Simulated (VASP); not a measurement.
Band structure of YTl (space group Pm-3m). Calculation: PBEsol GGA, VASP's PBE PAW potentials (set 64) (plane waves; VASP 6.6.1).

Unless said otherwise, spin-orbit coupling is left out, though it shifts the bands of the heavy elements here.

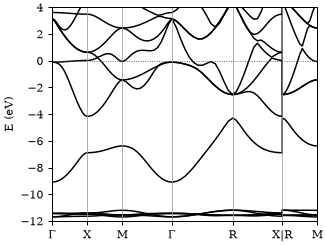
*Bands along high-symmetry lines, zero at the valence-band maximum or, without a gap, the Fermi level*

Q: Read the plot: is there a gap, and where are the band edges?

A: It has no gap at this level: it comes out as a metal or semimetal. (Edges off the drawn lines would not show.)

The structure comes from a measured YTl entry (Pm-3m) of the Crystallography Open Database, whose conditions weren't checked. It was relaxed first.
